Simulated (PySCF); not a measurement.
```xyz
17

C     0.1456   -0.8267   -1.8458
C     0.2924   -0.9532   -0.5342
C     0.7477   -2.2281    0.1071
C     0.0086    0.1591    0.4090
C    -1.1415    1.0897    0.1163
C    -0.6599    2.2263    0.9382
F    -0.4617    2.0563    2.2872
C     0.2621    1.5798   -0.0272
H     0.3511   -1.6416   -2.5181
H    -0.1834    0.0918   -2.3010
H    -0.0030   -2.5793    0.8143
H     1.6730   -2.0618    0.6579
H     0.9173   -3.0004   -0.6380
H     0.1992   -0.0843    1.4495
H    -1.9831    0.9781   -0.5327
H    -1.0271    3.2325    0.7675
H     0.8557    1.9739   -0.8235
```

Geometry: GFN2-xTB.

Method: PySCF, PBE0/pcSseg-1, SCF density, gas phase, non-relativistic.

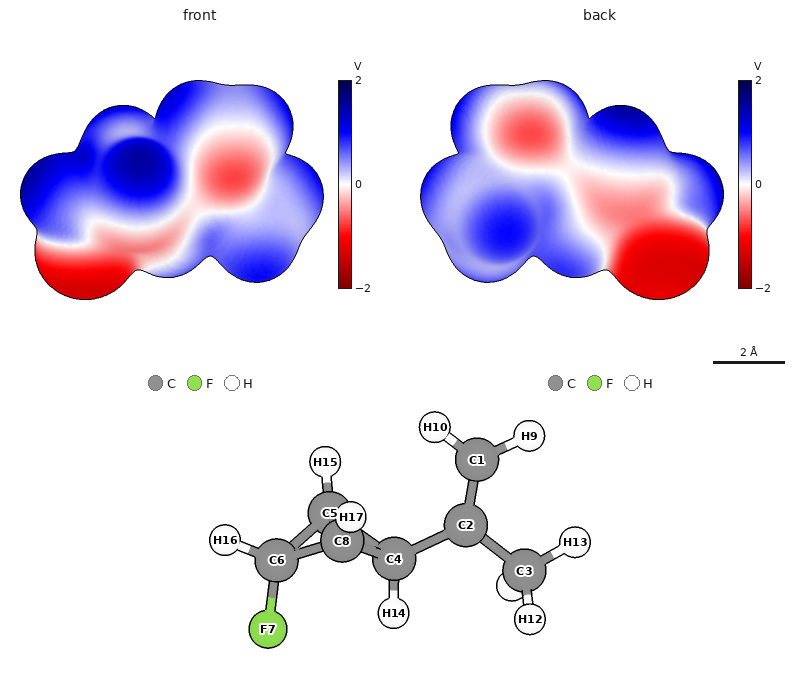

C₇H₉F. The electrostatic potential painted on the density surface at 0.004 e/bohr³, seen from the front and from behind; the colour scale runs from red (negative) to blue (positive). The bare structure is drawn below in the same view.

Describe the electrostatic potential map.

Answer. The most negative region (about −1.3 V) lies over F7, the most positive (about +1.5 V) over H15, H16 and H17.

What dipole moment does the calculation give?

Answer. Its dipole moment is 1.88 D.
